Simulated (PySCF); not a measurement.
# A workflow on C2H4N+ (SMILES CC#[NH+])

Wanted: a geometry optimisation (B3LYP/pc-0), then the harmonic vibrations, then the energy (SOGGA11/6-311G*) of C2H4N+. Input form: a Python script.

The results are computed with PySCF 2.14.0.

1 further run of the same task is left out (for a known fault of the program).

## Step 1: The structure to begin with

The species is C2H4N+ (7 atoms), meant as a singlet with charge +1. SMILES: `CC#[NH+]`. All atoms were displaced at random from a relaxed shape. The run starts from this shape.

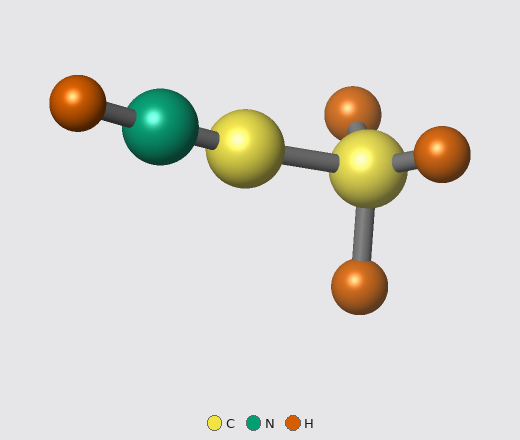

Viewed from a chosen angle; carbon yellow, nitrogen teal, hydrogen orange.

## Step 2: A structure relaxation at B3LYP/pc-0 (density fitting with aug-cc-pvtz-jkfit) (run 1)

File run.py:

```python
from pyscf import gto, dft
from pyscf.geomopt.geometric_solver import kernel as optimise

mol = gto.M(
    atom='''
C       -0.710273       0.627720      -0.279168
C        0.343786      -0.318018       0.206774
N        1.198886      -0.941992       0.516536
H       -1.533103      -0.225801      -0.678567
H       -0.385465       1.113666      -1.106497
H       -0.967808       1.116384       0.615790
H        2.071583      -1.540374       0.806281
''',
    verbose=3,
    basis='pc-0',
    charge=1,
    spin=0,
    max_memory=1860,
)

calc0 = dft.RKS(mol, xc='b3lyp')
calc0 = calc0.density_fit(auxbasis='aug-cc-pvtz-jkfit')
converged, mol_eq = optimise(calc0, maxsteps=100, convergence_set='GAU_TIGHT')
print('converged:', converged)
print(mol_eq.tostring())

calc0.reset(mol_eq)
mol = mol_eq
calc0.kernel()
e_final = calc0.e_tot
print('E(%s) = %.9f' % ('B3LYP', e_final))
```

Launch:

```
$ OMP_NUM_THREADS=1 python run.py
```

Log:

```text
convergence_set           GAU_TIGHT
maxiter                   100
----------------------------------------------------------
Custom engine selected.
Bonds will be generated from interatomic distances less than 1.20 times sum of covalent radii
21 internal coordinates being used (instead of 21 Cartesians)
Internal coordinate system (atoms numbered from 1):
Distance 1-2
Distance 1-4
Distance 1-5
Distance 1-6
Distance 2-3
Distance 3-7
Angle 2-1-4
Angle 2-1-5
Angle 2-1-6
Angle 4-1-5
Angle 4-1-6
Angle 5-1-6
LinearAngleX 1-2-3
LinearAngleY 1-2-3
LinearAngleX 2-3-7
LinearAngleY 2-3-7
Translation-X 1-7
Translation-Y 1-7
Translation-Z 1-7
Rotation-A 1-7
Rotation-B 1-7
Rotation-C 1-7
> ===== Optimization Info: ====
> Job type: Energy minimization
> Maximum number of optimization cycles: 100
> Initial / maximum trust radius (Angstrom): 0.100 / 0.300
> Convergence Criteria:
> Will converge when all 5 criteria are reached:
>  |Delta-E| < 1.00e-06
>  RMS-Grad  < 1.00e-05
>  Max-Grad  < 1.50e-05
>  RMS-Disp  < 4.00e-05
>  Max-Disp  < 6.00e-05
> === End Optimization Info ===

Geometry optimization cycle 1
Cartesian coordinates (Angstrom)
 Atom        New coordinates             dX        dY        dZ
   C  -0.710273   0.627720  -0.279168    0.000000  0.000000  0.000000
   C   0.343786  -0.318018   0.206774    0.000000  0.000000  0.000000
   N   1.198886  -0.941992   0.516536    0.000000  0.000000  0.000000
   H  -1.533103  -0.225801  -0.678567    0.000000  0.000000  0.000000
   H  -0.385465   1.113666  -1.106497    0.000000  0.000000  0.000000
   H  -0.967808   1.116384   0.615790    0.000000  0.000000  0.000000
   H   2.071583  -1.540374   0.806281    0.000000  0.000000  0.000000

WARN: Mole.unit (angstrom) is changed to Bohr

converged SCF energy = -132.661022008188
--------------- DFRKS_Scanner gradients ---------------
         x                y                z
0 C     0.0305971108     0.1420750809    -0.0258131147
1 C     0.1150635498    -0.1094811947     0.0616189222
2 N    -0.1626252792     0.1219048107    -0.0607331681
3 H    -0.0246900405    -0.0511014056    -0.0216684711
4 H    -0.0233290648    -0.0465478433     0.0531288503
5 H     0.0250557048    -0.0315124687    -0.0182602393
6 H     0.0399358391    -0.0253709708     0.0117576089
----------------------------------------------
cycle 1: E = -132.661022008  dE = -132.661  norm(grad) = 0.330699
Step    0 : Gradient = 1.250e-01/2.121e-01 (rms/max) Energy = -132.6610220082
Hessian Eigenvalues: 5.00000e-02 5.00000e-02 5.00000e-02 ... 3.96426e-01 4.54781e-01 1.73781e+00

Geometry optimization cycle 2
Cartesian coordinates (Angstrom)
 Atom        New coordinates             dX        dY        dZ
   C  -0.716486   0.537385  -0.260275   -0.006213 -0.090335  0.018893
   C   0.397980  -0.337863   0.187142    0.054194 -0.019845 -0.019632
   N   1.289192  -0.987442   0.522674    0.090306 -0.045450  0.006138
   H  -1.546768  -0.096047  -0.626829   -0.013665  0.129754  0.051738
   H  -0.383776   1.124672  -1.126489    0.001689  0.011006 -0.019992
   H  -1.106416   1.151383   0.565165   -0.138608  0.034999 -0.050625
   H   2.083299  -1.557984   0.817509    0.011716 -0.017610  0.011228
converged SCF energy = -132.698914172747
--------------- DFRKS_Scanner gradients ---------------
         x                y                z
0 C    -0.0036309509     0.0209168560     0.0014282820
1 C     0.0233230098    -0.0221587538     0.0077555824
2 N    -0.0069197130     0.0059830329    -0.0027557947
3 H    -0.0009671434     0.0022883118    -0.0023285397
4 H    -0.0034896350    -0.0069603975    -0.0013308382
5 H    -0.0046973034    -0.0032963941    -0.0011785541
6 H    -0.0036174581     0.0032019950    -0.0015615550
----------------------------------------------
cycle 2: E = -132.698914173  dE = -0.0378922  norm(grad) = 0.0421096
Step    1 : Displace = 9.734e-02/1.515e-01 (rms/max) Trust = 1.000e-01 (=) Grad = 1.592e-02/3.309e-02 (rms/max) E (change) = -132.6989141727 (-3.789e-02) Quality = 1.024
Hessian Eigenvalues: 4.99999e-02 5.00000e-02 5.00000e-02 ... 3.97580e-01 4.52467e-01 1.68456e+00

Geometry optimization cycle 3
Cartesian coordinates (Angstrom)
 Atom        New coordinates             dX        dY        dZ
   C  -0.720845   0.514604  -0.272740   -0.004360 -0.022781 -0.012465
   C   0.384110  -0.321877   0.171872   -0.013870  0.015986 -0.015271
   N   1.278008  -0.973687   0.517762   -0.011184  0.013755 -0.004912
   H  -1.550980  -0.120106  -0.619295   -0.004212 -0.024059  0.007534
   H  -0.373485   1.147240  -1.110460    0.010290  0.022568  0.016028
   H  -1.069374   1.141296   0.565902    0.037041 -0.010087  0.000737
   H   2.069511  -1.551355   0.823613   -0.013788  0.006629  0.006104
converged SCF energy = -132.700369346453
--------------- DFRKS_Scanner gradients ---------------
         x                y                z
0 C    -0.0028713667     0.0011429628     0.0002666898
1 C    -0.0009991856    -0.0000525444    -0.0001699938
2 N     0.0011745929    -0.0003349304     0.0002249561
3 H     0.0017834419     0.0012585962     0.0007289757
4 H     0.0014032900    -0.0010847148    -0.0012442926
5 H    -0.0000175326    -0.0014531962     0.0005130236
6 H    -0.0004765169     0.0005053572    -0.0002897382
----------------------------------------------
cycle 3: E = -132.700369346  dE = -0.00145517  norm(grad) = 0.00501265
Step    2 : Displace = 2.665e-02/3.910e-02 (rms/max) Trust = 1.414e-01 (+) Grad = 1.895e-03/3.102e-03 (rms/max) E (change) = -132.7003693465 (-1.455e-03) Quality = 1.045
Hessian Eigenvalues: 4.99967e-02 5.00000e-02 5.00000e-02 ... 3.98892e-01 4.53133e-01 1.69236e+00

[... 10 lines left out ...]
converged SCF energy = -132.7004314315
[... 24 lines left out ...]
converged SCF energy = -132.700439206197
[... 24 lines left out ...]
converged SCF energy = -132.700441170327
[... 24 lines left out ...]
converged SCF energy = -132.700441603534
[... 24 lines left out ...]
converged SCF energy = -132.700441715622
[... 24 lines left out ...]
converged SCF energy = -132.70044180766
[... 24 lines left out ...]
converged SCF energy = -132.700441812545
[... 25 lines left out ...]
converged SCF energy = -132.700441879717
[... 24 lines left out ...]
converged SCF energy = -132.700441940116
[... 24 lines left out ...]
converged SCF energy = -132.700441964709
[... 24 lines left out ...]
converged SCF energy = -132.700441977529
[... 24 lines left out ...]
converged SCF energy = -132.700441990382
[... 24 lines left out ...]
converged SCF energy = -132.700442020304
[... 24 lines left out ...]
converged SCF energy = -132.700442114168
[... 24 lines left out ...]
converged SCF energy = -132.700442392363
[... 24 lines left out ...]
converged SCF energy = -132.700442965716
[... 24 lines left out ...]
converged SCF energy = -132.700443765662
[... 24 lines left out ...]
converged SCF energy = -132.700444133115
[... 5 lines left out ...]
3 H    -0.0000180124    -0.0000532185    -0.0000211480
4 H     0.0000420172     0.0000495230    -0.0000910566
5 H     0.0000416275    -0.0000431283    -0.0000187184
6 H    -0.0000431831    -0.0000232872    -0.0000302301
----------------------------------------------
cycle 21: E = -132.700444133  dE = -3.67453e-07  norm(grad) = 0.000498195
Step   20 : Displace = 2.480e-04/3.974e-04 (rms/max) Trust = 2.782e-03 (+) Grad = 1.885e-04/3.556e-04 (rms/max) E (change) = -132.7004441331 (-3.675e-07) Quality = 2.412
Hessian Eigenvalues: 6.09352e-05 4.32549e-02 4.99832e-02 ... 4.30622e-01 4.77933e-01 1.58066e+00

Geometry optimization cycle 22
Cartesian coordinates (Angstrom)
 Atom        New coordinates             dX        dY        dZ
   C  -0.737155   0.514111  -0.259823   -0.001674 -0.000360  0.001668
   C   0.423532  -0.283248   0.103984    0.002015  0.002261 -0.005099
   N   1.348446  -0.918386   0.394217    0.005650  0.004864 -0.011433
   H  -1.560941  -0.150356  -0.575551   -0.001392 -0.001631  0.003935
   H  -0.476811   1.192109  -1.091914   -0.007207  0.002100  0.002150
   H  -1.064473   1.112589   0.608832    0.000213 -0.002844  0.004216
   H   2.168534  -1.481601   0.650717    0.009718  0.008359 -0.016512
converged SCF energy = -132.700444405959
--------------- DFRKS_Scanner gradients ---------------
         x                y                z
0 C     0.0000107972    -0.0000071027    -0.0000017018
1 C     0.0000153620    -0.0000276313    -0.0000242299
2 N    -0.0000158123     0.0000143975     0.0000381236
3 H     0.0000108312     0.0000023710     0.0000031655
4 H     0.0000029108    -0.0000072478     0.0000083927
5 H     0.0000052466    -0.0000000771     0.0000030096
6 H     0.0000126809    -0.0000081009    -0.0000150222
----------------------------------------------
cycle 22: E = -132.700444406  dE = -2.72844e-07  norm(grad) = 6.64854e-05
Step   21 : Displace = 7.456e-04/1.133e-03 (rms/max) Trust = 3.934e-03 (+) Grad = 2.379e-05/4.635e-05 (rms/max) E (change) = -132.7004444060 (-2.728e-07) Quality = 1.040
Hessian Eigenvalues: 6.15204e-05 4.34996e-02 4.99604e-02 ... 4.34493e-01 4.83388e-01 1.60152e+00

Geometry optimization cycle 23
Cartesian coordinates (Angstrom)
 Atom        New coordinates             dX        dY        dZ
   C  -0.737005   0.514120  -0.259947    0.000150  0.000009 -0.000124
   C   0.423332  -0.283456   0.104473   -0.000200 -0.000207  0.000489
   N   1.347966  -0.918824   0.395083   -0.000480 -0.000439  0.000866
   H  -1.560827  -0.150219  -0.575869    0.000114  0.000137 -0.000318
   H  -0.476164   1.191887  -1.092068    0.000646 -0.000222 -0.000155
   H  -1.064537   1.112842   0.608460   -0.000064  0.000253 -0.000372
   H   2.167726  -1.482246   0.652175   -0.000807 -0.000645  0.001458
converged SCF energy = -132.700444413089
--------------- DFRKS_Scanner gradients ---------------
         x                y                z
0 C     0.0000169023    -0.0000077313    -0.0000037041
1 C     0.0000191091    -0.0000272995    -0.0000134194
2 N    -0.0000178190     0.0000161114     0.0000237465
3 H     0.0000080558    -0.0000001418     0.0000029184
4 H     0.0000032734    -0.0000074607     0.0000078400
5 H     0.0000039864    -0.0000000409     0.0000046591
6 H     0.0000082363    -0.0000070182    -0.0000100116
----------------------------------------------
cycle 23: E = -132.700444413  dE = -7.1299e-09  norm(grad) = 5.69813e-05
Step   22 : Displace = 5.579e-05/1.029e-04 (rms/max) Trust = 5.563e-03 (+) Grad = 1.991e-05/3.832e-05 (rms/max) E (change) = -132.7004444131 (-7.130e-09) Quality = 1.221
Hessian Eigenvalues: 6.55060e-05 3.98953e-02 4.80317e-02 ... 4.28122e-01 4.76571e-01 1.59668e+00

Geometry optimization cycle 24
Cartesian coordinates (Angstrom)
 Atom        New coordinates             dX        dY        dZ
   C  -0.737150   0.514102  -0.259796   -0.000146 -0.000018  0.000152
   C   0.423556  -0.283168   0.104128    0.000224  0.000287 -0.000345
   N   1.348458  -0.918450   0.394116    0.000492  0.000375 -0.000968
   H  -1.560854  -0.150488  -0.575525   -0.000027 -0.000269  0.000344
   H  -0.476789   1.192044  -1.091934   -0.000624  0.000156  0.000135
   H  -1.064593   1.112592   0.608791   -0.000056 -0.000250  0.000331
   H   2.168338  -1.481721   0.651177    0.000612  0.000525 -0.000998
converged SCF energy = -132.700444425958
--------------- DFRKS_Scanner gradients ---------------
         x                y                z
0 C     0.0000130827    -0.0000045338     0.0000004721
1 C    -0.0000004640    -0.0000024143    -0.0000004543
2 N     0.0000007884    -0.0000006588     0.0000005711
3 H     0.0000064616    -0.0000032864     0.0000026824
4 H     0.0000059248    -0.0000069164     0.0000037412
5 H     0.0000060040    -0.0000056553     0.0000013137
6 H     0.0000102107    -0.0000100285     0.0000031794
----------------------------------------------
cycle 24: E = -132.700444426  dE = -1.2869e-08  norm(grad) = 2.5317e-05
Step   23 : Displace = 1.103e-04/2.047e-04 (rms/max) Trust = 7.867e-03 (+) Grad = 5.350e-06/7.247e-06 (rms/max) E (change) = -132.7004444260 (-1.287e-08) Quality = 1.432
Hessian Eigenvalues: 6.50405e-05 4.00472e-02 4.62959e-02 ... 4.27660e-01 4.76612e-01 1.59683e+00

Geometry optimization cycle 25
Cartesian coordinates (Angstrom)
 Atom        New coordinates             dX        dY        dZ
   C  -0.737217   0.514094  -0.259741   -0.000066 -0.000008  0.000054
   C   0.423650  -0.283069   0.103943    0.000094  0.000100 -0.000185
   N   1.348666  -0.918275   0.393731    0.000208  0.000174 -0.000385
   H  -1.560888  -0.150578  -0.575390   -0.000034 -0.000090  0.000135
   H  -0.477069   1.192128  -1.091876   -0.000280  0.000084  0.000058
   H  -1.064590   1.112487   0.608939    0.000003 -0.000105  0.000148
   H   2.168667  -1.481435   0.650622    0.000329  0.000285 -0.000555
converged SCF energy = -132.700444427615
--------------- DFRKS_Scanner gradients ---------------
         x                y                z
0 C     0.0000112062    -0.0000042415     0.0000014982
1 C     0.0000016322    -0.0000024202     0.0000006698
2 N     0.0000035028    -0.0000052329     0.0000010183
3 H     0.0000059392    -0.0000037933     0.0000019382
4 H     0.0000055911    -0.0000055460     0.0000026443
5 H     0.0000060833    -0.0000049259     0.0000010683
6 H     0.0000081634    -0.0000072704     0.0000025074
----------------------------------------------
cycle 25: E = -132.700444428  dE = -1.65701e-09  norm(grad) = 2.24968e-05
Step   24 : Displace = 1.017e-05/2.009e-05 (rms/max) Trust = 1.113e-02 (+) Grad = 2.953e-06/5.051e-06 (rms/max) E (change) = -132.7004444276 (-1.657e-09) Quality = 7.261
Hessian Eigenvalues: 6.50405e-05 4.00472e-02 4.62959e-02 ... 4.27660e-01 4.76612e-01 1.59683e+00
Converged! =D

converged: True
C          -0.73721679        0.51409378       -0.25974140
C           0.42365045       -0.28306891        0.10394260
N           1.34866620       -0.91827534        0.39373074
H          -1.56088813       -0.15057814       -0.57538974
H          -0.47706850        1.19212762       -1.09187551
H          -1.06459009        1.11248712        0.60893910
H           2.16866738       -1.48143546        0.65062151
converged SCF energy = -132.700444428196
E(B3LYP) = -132.700444428
```

Run time: 2 min. Hardware: 1 thread of Intel Xeon at 2.50GHz (Skylake/Cascade Lake), shared host; peak memory 0.42 GiB.

Steps, from the record of the run:

| step | energy from the first frame kept (eV) | largest force (eV/Å) |
| --- | --- | --- |
| 0 | 0.0000 | 10.9078 |
| 1 | -1.0311 | 1.7017 |
| 2 | -1.0707 | 0.1595 |
| 3 | -1.0724 | 0.0677 |
| 4 | -1.0726 | 0.0334 |
| 5 | -1.0727 | 0.0112 |
| 6 | -1.0727 | 0.0080 |
| 7 | -1.0727 | 0.0024 |
| 8 | -1.0727 | 0.0052 |
| 9 | -1.0727 | 0.0096 |
| 10 | -1.0727 | 0.0079 |
| 11 | -1.0727 | 0.0037 |
| 12 | -1.0727 | 0.0027 |
| 13 | -1.0727 | 0.0018 |
| 14 | -1.0727 | 0.0011 |
| 15 | -1.0727 | 0.0023 |
| 16 | -1.0727 | 0.0053 |
| 17 | -1.0727 | 0.0116 |
| 18 | -1.0727 | 0.0189 |
| 19 | -1.0727 | 0.0244 |
| 20 | -1.0727 | 0.0187 |
| 21 | -1.0727 | 0.0022 |
| 22 | -1.0727 | 0.0018 |
| 23 | -1.0727 | 0.0008 |
| 24 | -1.0727 | 0.0006 |

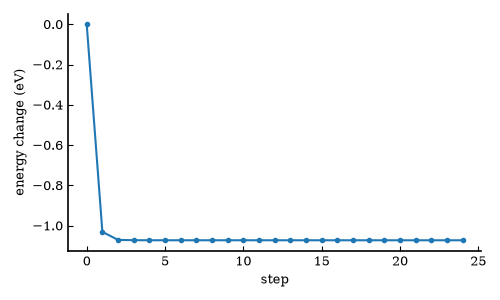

Energy along the run.

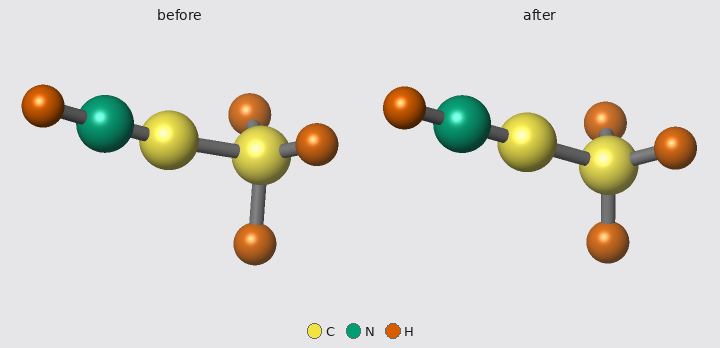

Before and after, at one scale.

After the run. Bond lengths: C1–C2 1.454 Å, C2–N3 1.159 Å, C1–H4 1.104 Å, C1–H5 1.104 Å, C1–H6 1.104 Å, N3–H7 1.027 Å. Angles: C1–C2–N3 180.0°, C2–C1–H4 109.7°, C2–C1–H5 109.7°, C2–C1–H6 109.7°, C2–N3–H7 180.0°, H4–C1–H5 109.3°, H4–C1–H6 109.3°, H5–C1–H6 109.3°.

## Step 3: The harmonic vibrations at B3LYP/pc-0 (density fitting with aug-cc-pvtz-jkfit) (run 2)

File calc.py:

```python
import numpy
from pyscf import gto, dft, symm
from pyscf.hessian import thermo

mol = gto.M(
    atom='''
C   -1.074424   0.737806  -0.336601
C    0.086443  -0.059357   0.027083
N    1.011459  -0.694563   0.316871
H   -1.898102   0.073133  -0.652249
H   -0.814293   1.415827  -1.168730
H   -1.401786   1.336205   0.532093
H    1.831460  -1.257723   0.573762
''',
    max_memory=1860,
    charge=1,
    verbose=3,
    basis='pc-0',
)

ks = dft.RKS(mol)
ks.xc = 'b3lyp'
ks = ks.density_fit(auxbasis='aug-cc-pvtz-jkfit')
ks.kernel()

e_tot = ks.e_tot
print('Final energy', e_tot)
hess = ks.Hessian().kernel()
modes = thermo.harmonic_analysis(mol, hess)
print('frequencies (1/cm)', numpy.round(modes['freq_wavenumber'], 1))
symm.geom.TOLERANCE = 1e-3  # for the symmetry number
th = thermo.thermo(ks, modes['freq_au'], 800, 101325)
thermo.dump_thermo(mol, th)
```

Launch:

```
$ OMP_NUM_THREADS=1 python calc.py
```

Log:

```text
converged SCF energy = -132.700444427663
Final energy -132.70044442766348
frequencies (1/cm) [ 392.3  392.8  664.3  664.4  898.8 1095.2 1095.3 1455.8 1458.3 1458.4
 2290.8 3031.  3111.8 3112.  3563.9]
temperature 800.0000 [K]
pressure 101325.00 [Pa]
Rotational constants [GHz] 154.53885 8.38544 8.38543
Symmetry number 3
Zero-point energy (ZPE) 0.05624 [Eh]   147649.882 [J/mol]
                           tot       elec      trans        rot        vib
Entropy [J/mol/K]       325.413      0.000    175.895     90.703     58.815
Cv [J/mol/K]             94.997      0.000     12.472     12.472     70.053
Cp [J/mol/K]            103.311      0.000     20.786     12.472     70.053
Internal energy [J/mol]                      9977.352   9977.352 175677.003
Internal energy [Eh]   -132.62593  -132.70044
Enthalpy [J/mol]                            16628.920   9977.352 175677.003
Enthalpy [Eh]          -132.62340
Gibbs free energy [J/mol]                  -124087.256 -62584.726 128624.627
Gibbs free energy [Eh] -132.72255
```

It took 44 s on 1 thread of Intel Xeon at 2.50GHz (Skylake/Cascade Lake), shared host; peak memory 0.56 GiB.

## Step 4: A single-point energy at SOGGA11/6-311G(d) (sfX2C) (run 3)

File start.xyz:

```xyz
7

C     -0.737217     0.514094    -0.259741
C      0.423650    -0.283069     0.103943
N      1.348666    -0.918275     0.393731
H     -1.560888    -0.150578    -0.575390
H     -0.477069     1.192128    -1.091876
H     -1.064590     1.112487     0.608939
H      2.168667    -1.481435     0.650622
```

File job.py:

```python
from pyscf import gto, dft

system = gto.M(
    atom='start.xyz',
    verbose=3,
    basis='6-311g*',
    max_memory=1860,
    charge=1,
)

calc0 = dft.RKS(system)
calc0.xc = 'sogga11'
calc0 = calc0.sfx2c1e()
calc0.kernel()

e_final = calc0.e_tot
print(f'total energy: {e_final:.8f} hartree')
```

Launch:

```
$ OMP_NUM_THREADS=1 python job.py
```

Log:

```text
converged SCF energy = -133.16526949515
total energy: -133.16526950 hartree
```

It took 9.6 s on 1 thread of Intel Xeon at 2.50GHz (Skylake/Cascade Lake), shared host; peak memory 0.31 GiB.

## Step 5: Results

| quantity | value |
| --- | --- |
| run 1, B3LYP/pc-0: total energy at the end | -132.70044 Eh |
| run 1, B3LYP/pc-0: HOMO energy | -17.31 eV |
| run 1, B3LYP/pc-0: LUMO energy | -7.45 eV |
| run 1, B3LYP/pc-0: HOMO–LUMO gap | 9.86 eV |
| run 2, B3LYP/pc-0: lowest harmonic wavenumber | 392 cm⁻¹ |
| run 2, B3LYP/pc-0: highest harmonic wavenumber | 3564 cm⁻¹ |
| run 2, B3LYP/pc-0: zero-point energy | 147.6 kJ/mol |
| run 2, B3LYP/pc-0: ideal-gas entropy at 800 K (symmetry number 3 as used) | 77.8 cal/(mol K) |
| run 3, SOGGA11/6-311G*: total energy | -133.16527 Eh |
| run 3, SOGGA11/6-311G*: HOMO energy | -15.87 eV |
| run 3, SOGGA11/6-311G*: LUMO energy | -8.17 eV |
| run 3, SOGGA11/6-311G*: HOMO–LUMO gap | 7.70 eV |

In words: The optimisation (run 1, B3LYP/pc-0) took 24 steps and changed the energy by -1.073 eV. All 15 modes (run 2, B3LYP/pc-0) are real, so the shape is a minimum at this level. Mulliken charges (run 3, SOGGA11/6-311G*) run from -0.71 on C1 to +0.58 on C2.
